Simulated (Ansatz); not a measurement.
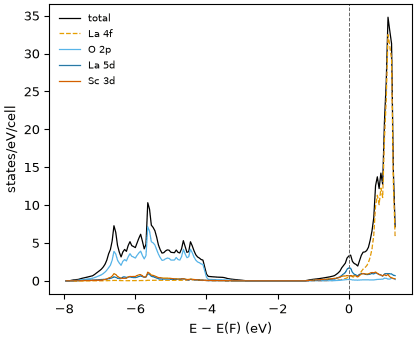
Figure: Total and projected density of states of LaScHO2 in space group P4/mmm (No. 123; La on 1d, Sc on 1a, O on 2f, H on 1b), the program Ansatz at the PBEsol level (PAW)

Q: Which orbitals carry the states next to the Fermi level?

A: Within 0.5 eV of the Fermi level: La 5d 37 %, Sc 3d 27 %, La 4f 26 %. Projections are on Löwdin-orthogonalised atomic valence shells; empty p or d shells of many metals are not among them.

Q: Where is the tallest occupied peak in this window, and what makes it?

A: Near -5.7 eV, about 10 states/eV per cell; the largest projected share is O 2p.

The start of the workflow was typed in or built on a structure type; neither database checked (COD, Materials Project) lists it. Its standing as an ambient phase is unchecked. The cell was relaxed with PBEsol under the symmetry of its start; whether a distortion lowers the energy is not shown. No spin polarisation was allowed. With an odd number of electrons in the cell and no spin polarisation, the count alone makes it a metal. Scalar-relativistic: spin–orbit coupling is off unless named, which matters more the heavier the elements.

Potentials: the earlier of the program's two PAW sets. The files were generated under PBE; for other functionals the program regenerates the frozen cores, and for LDA and PBEsol the local potential too.
